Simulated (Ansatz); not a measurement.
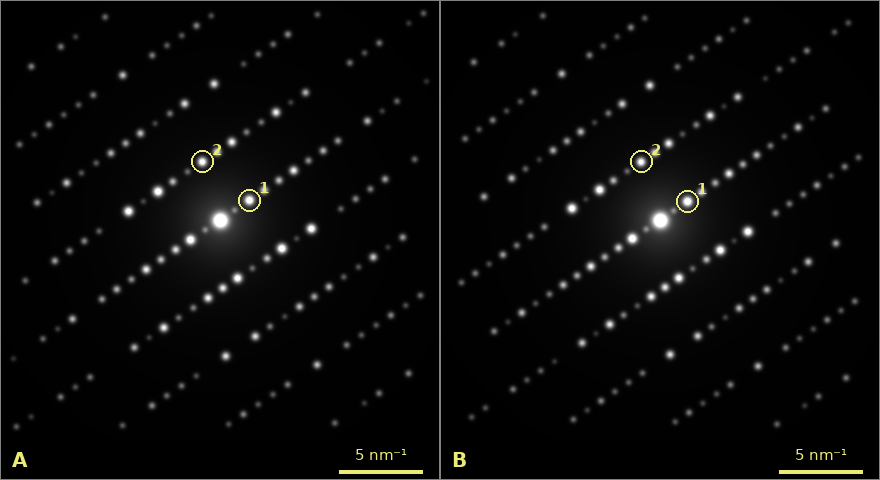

Kinematic electron diffraction patterns (200 kV, B = 0.5 Å², same scale) along [100] of the run's own cell, for the start and the end of one relaxation of Se3O2 with DFT PBE, scalar-relativistic, plane waves, PAW (Ansatz). k mesh 12×12×4. The start is a generated model structure, and the relaxation ends in the nearest stationary point of its symmetry, not necessarily the ground state. Spot 1 is 0 0 -2 and spot 2 is 0 1 -1 in both.

Start structure:

```yaml
crystal:
  lattice:
    - [3.26859, 0.00000, 0.00000]
    - [-1.63429, 2.83068, 0.00000]
    - [0.00000, 0.00000, 9.26465]
  atoms:
    - { symbol: Se, position: [0.00000, 0.00000, 0.00000] }
    - { symbol: Se, position: [0.33333, 0.66667, 0.59653] }
    - { symbol: Se, position: [0.66667, 0.33333, 0.40347] }
    - { symbol: O, position: [0.33333, 0.66667, 0.11052] }
    - { symbol: O, position: [0.66667, 0.33333, 0.88948] }
```

Which pattern belongs to the start structure, and which to the relaxed one?

A is the start: its cell gives d(1) = 4.632 Å, d(2) = 2.707 Å and an angle of 73.0°. B is the relaxed structure, with d(1) = 4.945 Å (+6.8 %), d(2) = 2.697 Å (-0.4 %) and 74.2°.

Summarise the relaxation behind the change.

The volume changed by +4.7 % to 17.96 Å³ an atom; with the mean shift removed, the atoms moved by up to 0.06 Å relative to the cell (O most); the space group stayed P-3m1 (No. 164); the free energy fell by 3.9 meV an atom. Relaxed cell: a = 3.238 Å, b = 3.238 Å, c = 9.890 Å, α = 90.00°, β = 90.00°, γ = 120.00°.
